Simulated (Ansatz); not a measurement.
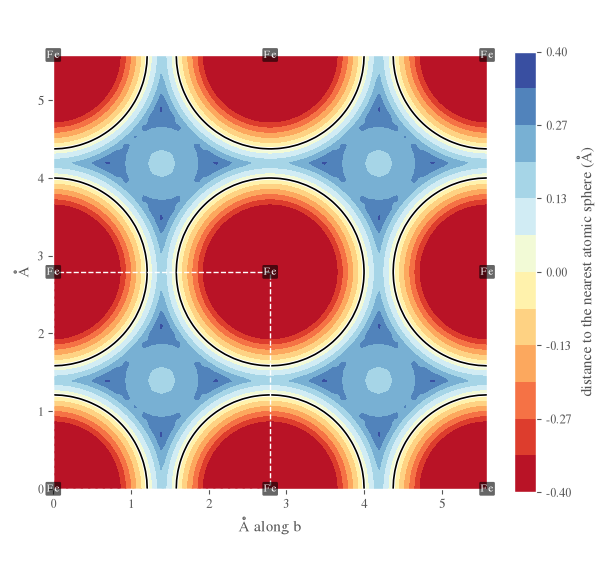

Map of the distance to the nearest atomic sphere in Fe in space group Im-3m, computed on the section x = 0.000 (parallel to b and c; the dashed line is one cell). The black line marks the spheres' surfaces; positive values are empty space; unlabelled circles belong to atoms above or below the section.

Hard-sphere model; touching radii (half the shortest distance): Fe 1.21 Å.

Source of the atomic positions: the geometry relaxed with DFT, PBE, plane waves (420 eV) with PAW, scalar-relativistic in Ansatz 0.2.0.

Space group Im-3m (No. 229). a = 2.792 Å, b = 2.792 Å, c = 2.792 Å, α = 90.00°, β = 90.00°, γ = 90.00°
| atom | site | symmetry | x | y | z |
| --- | --- | --- | --- | --- | --- |
| Fe | 2a | m-3m | 0.0000 | 0.0000 | 0.0000 |

### Where is the largest hole in this section, and how large is it?

At 0.000, 0.250, 0.500 (fractional), where the distance reaches 0.35 Å; it is enclosed by 4 Fe in a tetrahedral arrangement. It is the largest hole of the crystal.

### How much of the crystal lies outside the spheres?

About 32 % of the cell's volume, and 41 % of this section's area.

### What can pass through?

The largest sphere that fits anywhere has a diameter of 0.70 Å; the largest that can travel through the crystal, about 0.5 Å.
